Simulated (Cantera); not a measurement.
Input: 1 mol Si2H6, 0.1 mol O3, 11 mol N2, held at 23.0 Pa.

Cantera equilibrium calculation (NASA polynomials, part measured and part estimated; ideal gas, pure solids and liquids). Candidate condensed phases: H2O, Si, SiO2, Si2N2O, Si3N4; 35 gas species. The feed counts by its element totals alone. N2 is the only nitrogen source here; it is nearly inert below about 1500 K, so the nitride shown seldom forms there in practice. Mutual solubility and eutectic melting of coexisting phases are not modelled. The tables' values for SiN are old estimates; treat these amounts as uncertain. Gases not in the tables: Si2H6 and higher silanes. Kinetics and transport are ignored.

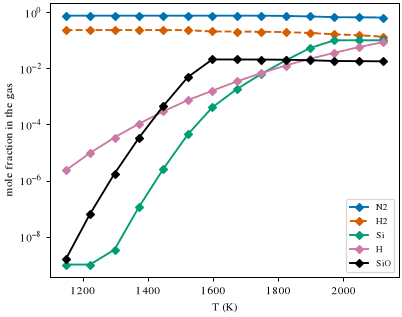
Equilibrium gas composition (values under 1e-9 drawn at 1e-9)

Question: Read off the mole fractions at 1748 K.

Answer: N2 about 0.76, H2 about 0.20, SiO about 0.021, H about 0.0068, Si about 0.0063.
